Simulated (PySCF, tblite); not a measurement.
# C3H8B radical: geometry, infrared bands and EPR parameters

Wanted: the infrared bands and EPR parameters of C3H8B radical (`B[C](C)C`), by calculation.

Computed with tblite 0.8.0 and PySCF 2.14.0, with density-fitted response routines of our own, on a single molecule in the gas phase. Atoms count from 0, in the outputs and in this text.

## 1. The molecule as given

12 atoms, charge 0, multiplicity 2; geometry from: force field or distance geometry start.

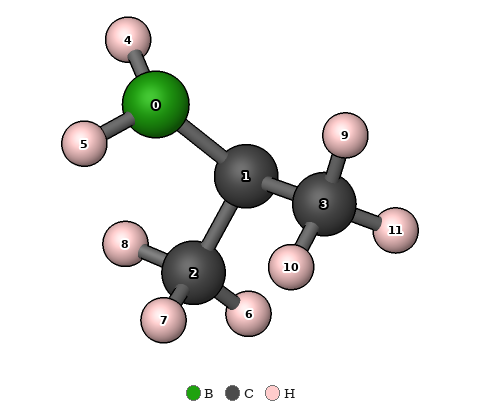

As it starts; boron green, carbon dark grey, hydrogen pink, atoms numbered; sticks join atoms by distance.

## 2. Geometry optimisation with GFN2-xTB

What the job is given:

```
{"job": {"kind": "relax", "xc": "GFN2-xTB", "basis": "xTB"}, "charge": 0, "multiplicity": 2}
B     -0.547200     1.444200     0.354300
C      0.104400     0.259000    -0.479800
C     -0.846800    -0.908800    -0.348600
C      1.470200    -0.116600     0.021000
H     -1.171900     2.209100    -0.316400
H     -1.097400     1.195900     1.386100
H     -0.607600    -1.642400    -1.134900
H     -0.816600    -1.318100     0.675400
H     -1.870100    -0.477600    -0.520300
H      2.068500     0.781700     0.206100
H      1.348000    -0.742400     0.932500
H      1.967600    -0.684800    -0.801500
```

The run is started by

```console
$ OMP_NUM_THREADS=1 python probes_run.py task.json out
```

This one command runs all jobs of the session in turn.

Output:

```text
step      E/eV     max force
  0    -315.90298    2.944
  1    -316.16504    1.818
  2    -316.38139    0.938
  3    -316.44149    0.770
  4    -316.49362    0.574
  5    -316.52705    0.509
  6    -316.55387    0.430
  7    -316.57255    0.401
  8    -316.59448    0.586
  9    -316.62506    0.743
 10    -316.66685    0.730
 11    -316.71959    0.558
 12    -316.78145    0.733
 13    -316.84039    0.858
 14    -316.90755    0.949
 15    -316.99292    1.048
 16    -317.07408    0.947
 17    -317.13886    0.691
 18    -317.17061    0.821
 19    -317.21931    0.466
 20    -317.25205    0.414
 21    -317.28484    0.360
 22    -317.29966    0.382
 23    -317.32197    0.463
 24    -317.35595    0.535
 25    -317.39532    0.413
 26    -317.41205    0.356
 27    -317.42841    0.367
 28    -317.44982    0.434
 29    -317.46461    0.320
 30    -317.47327    0.222
 31    -317.47889    0.166
 32    -317.48315    0.172
 33    -317.48631    0.148
 34    -317.48866    0.108
 35    -317.49016    0.116
 36    -317.49159    0.133
 37    -317.49301    0.099
 38    -317.49422    0.096
 39    -317.49536    0.094
 40    -317.49669    0.096
 41    -317.49830    0.100
 42    -317.49987    0.100
 43    -317.50107    0.076
 44    -317.50186    0.089
 45    -317.50266    0.114
 46    -317.50344    0.092
 47    -317.50434    0.050
 48    -317.50458    0.042
 49    -317.50473    0.022
 50    -317.50480    0.019
 51    -317.50485    0.016
 52    -317.50489    0.018
 53    -317.50494    0.017
 54    -317.50498    0.020
 55    -317.50503    0.022
 56    -317.50510    0.020
 57    -317.50516    0.017
 58    -317.50520    0.013
 59    -317.50522    0.010
 60    -317.50524    0.012
 61    -317.50526    0.012
 62    -317.50528    0.010
 63    -317.50529    0.011
 64    -317.50531    0.011
 65    -317.50532    0.013
 66    -317.50534    0.013
 67    -317.50536    0.011
 68    -317.50538    0.014
 69    -317.50541    0.015
 70    -317.50547    0.024
 71    -317.50564    0.040
 72    -317.50612    0.064
 73    -317.50525    0.173
 74    -317.50661    0.032
 75    -317.50681    0.027
 76    -317.50681    0.089
 77    -317.50707    0.030
 78    -317.50713    0.030
 79    -317.50728    0.053
 80    -317.50741    0.035
 81    -317.50786    0.033
 82    -317.50809    0.051
 83    -317.50829    0.061
 84    -317.50848    0.058
 85    -317.50890    0.034
 86    -317.50911    0.047
 87    -317.50909    0.083
 88    -317.50938    0.016
 89    -317.50942    0.014
 90    -317.50947    0.022
 91    -317.50950    0.019
 92    -317.50954    0.009
```

It took 0.23 s on 1 thread of Arm Neoverse V2, shared host.

The steps of the relaxation: (not every step is listed)

```
step  energy from step 0 (eV)  largest force (eV/Å)
   0                   0.0000                2.9437
   1                  -0.2621                1.8181
   2                  -0.4784                0.9385
   3                  -0.5385                0.7700
   4                  -0.5906                0.5736
   5                  -0.6241                0.5088
   6                  -0.6509                0.4299
   7                  -0.6696                0.4010
   8                  -0.6915                0.5864
  15                  -1.0899                1.0484
  22                  -1.3967                0.3821
  29                  -1.5616                0.3198
  36                  -1.5886                0.1327
  43                  -1.5981                0.0765
  50                  -1.6018                0.0192
  57                  -1.6022                0.0168
  64                  -1.6023                0.0107
  71                  -1.6027                0.0402
  78                  -1.6042                0.0301
  85                  -1.6059                0.0342
  87                  -1.6061                0.0830
  88                  -1.6064                0.0157
  89                  -1.6064                0.0144
  90                  -1.6065                0.0216
  91                  -1.6065                0.0188
  92                  -1.6066                0.0088
```

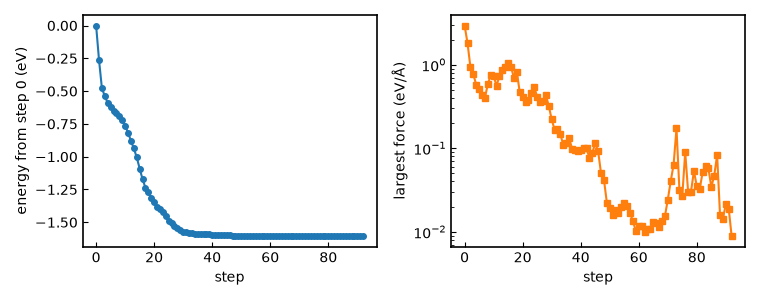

Energy and largest force along the relaxation.

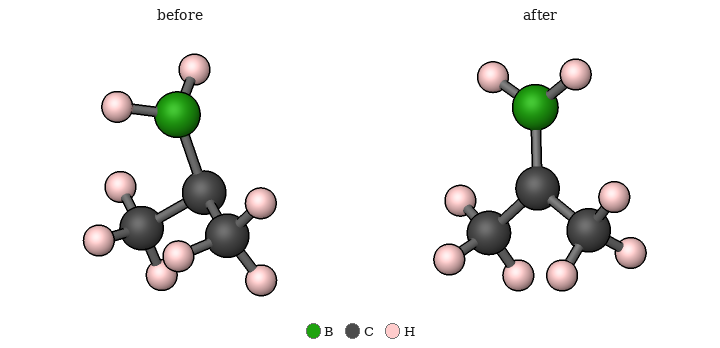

The geometry before (left) and after (right).

Close pairs (by a distance rule), those that changed most:

```
  bond  before (Å)  after (Å)  change (Å)
 B0–C1       1.589      1.513      -0.076
 C2–H8       1.124      1.086      -0.037
 C1–C2       1.512      1.489      -0.023
 B0–H5       1.195      1.173      -0.023
C3–H11       1.117      1.095      -0.022
 B0–H4       1.194      1.173      -0.021
C3–H10       1.112      1.092      -0.020
 C1–C3       1.502      1.489      -0.013
```

The next job starts from the end point, and lists it.

## 3. Infrared spectrum with GFN2-xTB

What the job is given:

```
{"job": {"kind": "ir", "xc": "GFN2-xTB", "basis": "xTB"}, "charge": 0, "multiplicity": 2}
B     -0.696550     1.510114     0.279279
C     -0.070595     0.156139     0.028920
C     -0.875180    -1.085138    -0.139301
C      1.400175    -0.051138    -0.074904
H     -0.021336     2.463886     0.377604
H     -1.861178     1.608494     0.375398
H     -0.529807    -1.668713    -0.995578
H     -0.759531    -1.726475     0.739832
H     -1.932155    -0.863115    -0.257120
H      1.952308     0.816460     0.276100
H      1.717605    -0.934783     0.483079
H      1.677443    -0.226416    -1.119336
```

Output:

```text
mode    cm-1     km/mol
  1      60.9      0.89
  2      73.2      1.17
  3     183.6      0.83
  4     343.2      0.60
  5     352.2      0.08
  6     389.4      0.30
  7     783.9    135.96
  8     811.0     11.43
  9     842.1     27.49
 10     911.5      0.01
 11     972.7      4.25
 12     989.8      2.97
 13    1032.2      5.76
 14    1192.1     76.07
 15    1246.6     34.81
 16    1367.8      0.00
 17    1378.7     14.66
 18    1389.9     14.73
 19    1460.6      0.99
 20    1461.2      0.65
 21    1472.4      8.09
 22    1482.9      9.62
 23    2607.2    156.07
 24    2629.9    190.89
 25    2931.7     11.12
 26    2935.6     27.77
 27    2970.6      8.99
 28    2976.2     51.70
 29    3048.0     29.45
 30    3050.5     19.13
```

Run time: 0.13 s. Hardware: 1 thread of Arm Neoverse V2, shared host.

Which atoms move in the most intense modes:

```
cm⁻¹  km/mol                      atoms
 784   136.0  H4 34 %, H5 34 %, B0 26 %
1192    76.1           H5 39 %, H4 39 %
1247    34.8                    C1 64 %
2607   156.1           H4 48 %, H5 48 %
2630   190.9  H5 45 %, H4 44 %, B0 11 %
2936    27.8                    H7 78 %
2976    51.7          H10 48 %, H6 35 %
3048    29.4                    H9 90 %
```

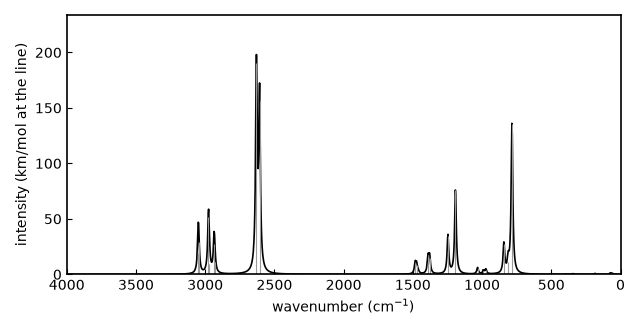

The infrared spectrum from these modes, unscaled. Lines are broadened to a width of 14 cm⁻¹ (Lorentzian).

## 4. g tensor and hyperfine couplings: B3LYP/pcH-1

Same as in step 3 but for these lines:

```diff
@@ -1,2 +1,2 @@
-{"job": {"kind": "ir", "xc": "GFN2-xTB", "basis": "xTB"}, "charge": 0, "multiplicity": 2}
+{"job": {"kind": "epr", "basis": "pcH-1"}, "charge": 0, "multiplicity": 2}
 B     -0.696550     1.510114     0.279279
```

Level: UKS B3LYP, pcH-1 on B C H, non-relativistic, mean-field spin-orbit, GIAO.

Output:

```text
UKS, coarse grid
  cycle   1  E = -143.90700017  |g| = 2.63e-01
  cycle   2  E = -143.91262526  |g| = 2.59e-01
  cycle   3  E = -143.94864915  |g| = 2.99e-02
  cycle   4  E = -143.94898656  |g| = 1.82e-02
  cycle   5  E = -143.94919077  |g| = 3.93e-03
  cycle   6  E = -143.94919918  |g| = 1.84e-03
  cycle   7  E = -143.94920157  |g| = 5.10e-04
UKS, final grid
  cycle   1  E = -143.94916509  |g| = 5.35e-04
  cycle   2  E = -143.94916497  |g| = 7.61e-04
  cycle   3  E = -143.94916526  |g| = 4.01e-05
  cycle   4  E = -143.94916526  |g| = 3.25e-05
  cycle   5  E = -143.94916526  |g| = 6.47e-06
E = -143.94916526 Eh   <S^2> = 0.7524 (exact 0.7500)
g shifts (ppm)      1          2          3
  rmc          -111       -111       -111
  gc             -4         17         23
  oz_so          -4        284        779
  total        -120        190        691
hyperfine (MHz)  atom isotope    a_iso     a_fc   dipolar eigenvalues
    0   11B      -5.61      -5.61    -16.63    -10.30     26.93
    1   13C      43.13      43.13    -55.83    -55.79    111.61
    2   13C     -23.10     -23.10     -2.36      1.02      1.34
    3   13C     -23.00     -23.00     -2.38      0.99      1.39
    4    1H     -15.16     -15.16     -9.23     -2.26     11.49
    5    1H     -15.16     -15.16     -9.24     -2.26     11.50
    6    1H      63.54      63.54     -4.06     -2.90      6.96
    7    1H     106.52     106.52     -4.45     -2.98      7.43
    8    1H       5.80       5.80     -3.84     -3.51      7.35
    9    1H       7.41       7.41     -3.85     -3.50      7.35
   10    1H      59.11      59.11     -4.02     -2.90      6.92
   11    1H     108.54     108.54     -4.50     -2.94      7.44
```

Wall time 14 s (1 thread of Arm Neoverse V2, shared host); peak memory 0.64 GiB.

Principal g values 2.00220, 2.00251, 2.00301; g(iso) = 2.00257, against 2.00232 for a free electron.

Mean a(iso) over the nuclei that a row names, and the largest dipolar term of the row (other rows stand at the frozen geometry):

```
                  nuclei  isotope  a(iso) (MHz)  a(iso) (G, at g = 2.0023)  largest dipolar term (MHz)
H6, H7, H8, H9, H10, H11       1H          58.5                       20.9                         7.4
                      C1      13C          43.1                       15.4                       111.6
                  C2, C3      13C         -23.0                       -8.2                        -2.4
                  H4, H5       1H         -15.2                       -5.4                        11.5
                      B0      11B          -5.6                       -2.0                        26.9
```

Mulliken spin populations:

```
atom  value (e)
  B0       0.28
  C1       0.74
  C2      -0.06
  C3      -0.06
  H4      -0.02
  H5      -0.02
  H6       0.03
  H7       0.04
  H8       0.00
  H9       0.00
 H10       0.03
 H11       0.04
```

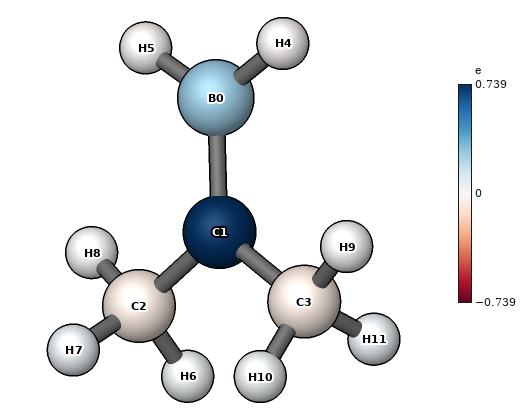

Mulliken spin populations, as colours on the atoms.

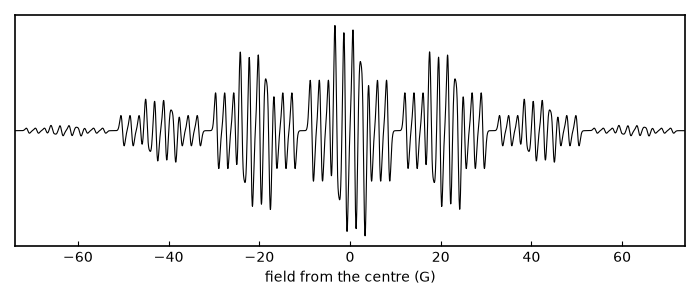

First-order isotropic spectrum (first derivative, main isotopes with spin only, couplings over 0.8 MHz, Gaussian width 0.4 G; couplings of the frozen geometry, rotation of groups not averaged beyond the rows shown).

Orbitals, density, ELF and potential are computed afterwards from the orbital file.

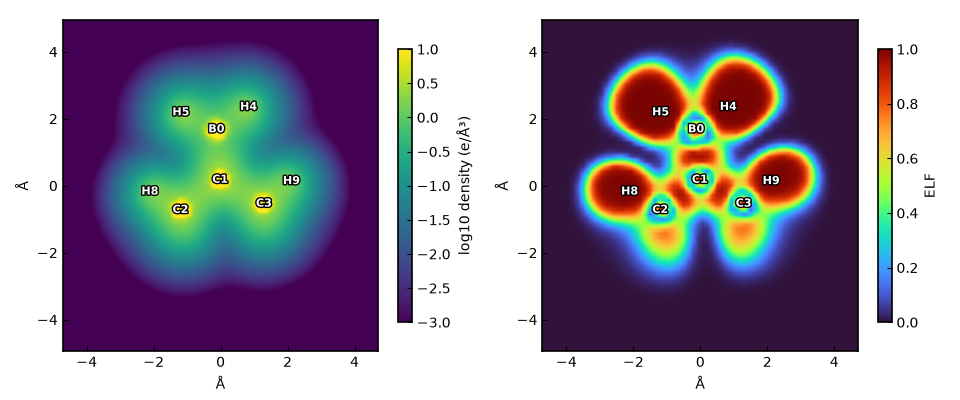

Density (left) and ELF (right) in a plane through or near 8 of the atoms.

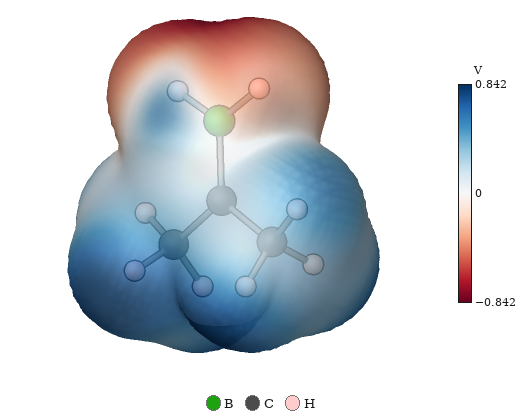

Electrostatic potential on the surface of density 0.002 e/bohr³; red is low, blue high. It runs from -0.70 to 0.84 V.

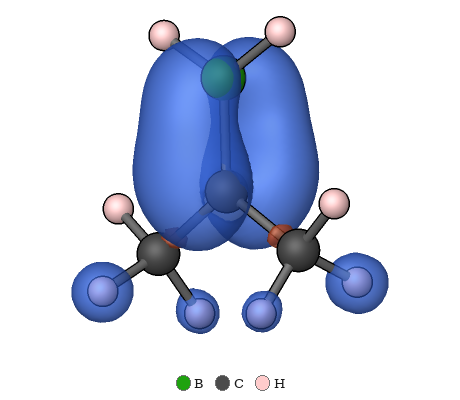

Spin density at ±0.03 e/Å³ (alpha excess blue, beta excess red).

## 5. Outcome

```
                                                                  quantity                                     value
                                 strongest single infrared mode (GFN2-xTB)                     2630 cm⁻¹, 191 km/mol
                                              zero-point energy (GFN2-xTB)                             62.0 kcal/mol
                                                            g(iso) (B3LYP)                                   2.00257
                                                                      ⟨S²⟩                        0.752 (exact 0.75)
                                        largest a(iso) (averaged by class)  1H on H6, H7, H8, H9, H10, H11, 58.5 MHz
potential on the surface of density 0.002 e/bohr³, 1st and 99th percentile                        -0.70 V and 0.84 V
```

**Reading.** Over 92 steps the energy fell by 1.607 eV; of the close pairs, B0–C1 changed most, 1.589 to 1.513 Å. No mode is imaginary among the 30: a minimum at this level. The strongest single mode, at 2630 cm⁻¹, moves mainly H5 and H4. Unscaled tight-binding wavenumbers are off by several per cent, some by more. Its intensities can rank the bands wrongly. C1 carries the largest spin population, 0.74 e. The isotropic g lies 0.3 ppt above the free-electron value. The conformer search found further structures of the same energy, which may be mirror or relabelled copies of this one.
